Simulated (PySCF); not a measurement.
Input file:

```
{"job": {"kind": "nmr", "xc": "PBE0", "basis": "pcSseg-1"}, "charge": 0, "multiplicity": 1}
C      3.213829     0.991931    -1.647660
O      2.174439     0.607689    -0.785406
C      1.627235    -0.619001    -1.034525
C      0.686127    -1.152927    -0.267671
C      0.097390    -0.479665     0.942915
C      0.021529    -1.450699     2.119815
C     -1.243862     0.065625     0.563889
C     -2.487451    -0.289826     0.918542
Si    -3.325398     1.012821    -0.149618
C     -1.428068     1.213848    -0.400655
H      3.513541     1.992891    -1.341694
H      4.073159     0.316322    -1.565853
H      2.880401     1.018576    -2.691493
H      2.010542    -1.138767    -1.906841
H      0.279393    -2.116415    -0.531920
H      0.745178     0.366056     1.200685
H      1.017895    -1.796824     2.385507
H     -0.586147    -2.314722     1.860466
H     -0.420596    -0.959896     2.983818
H     -2.777897    -1.075481     1.597039
H     -4.004004     2.127482     0.512299
H     -4.086486     0.559149    -1.314253
H     -0.967894     2.136629    -0.049625
H     -1.024590     1.004968    -1.390205
```

Run with:

```sh
OMP_NUM_THREADS=1 python probes_run.py task.json out
```

Geometry: GFN2-xTB.

Method: PySCF 2.14.0, PBE0/pcSseg-1, SCF density, gas phase, non-relativistic.

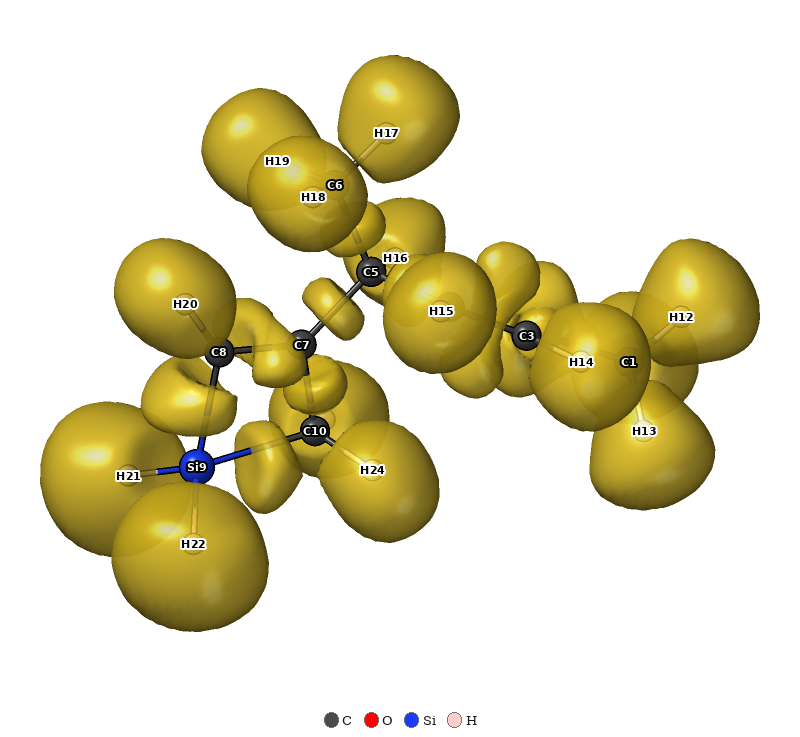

C₈H₁₄OSi (SMILES CO/C=C\[C@H](C)C1=C[SiH2]C1). Isosurface of the electron localisation function at 0.75 (yellow), seen at a tilt. Core shells and regions of very low density are left out.

**Describe the localisation domains.**

The ELF exceeds this value in six regions between bonded C–C atoms (shared pairs), two regions between bonded C–Si atoms (shared pairs), 14 regions around hydrogen nuclei and one region on O in which the atom's valence shell and bonds are merged.

Values along the shortest contacts:
C–C (1.33 Å): the ELF peaks at about 0.90 between the atoms; a short, multiple covalent bond. C–O (1.37 Å): the ELF peaks at about 0.90 between the atoms (a shared but strongly polarised pair).
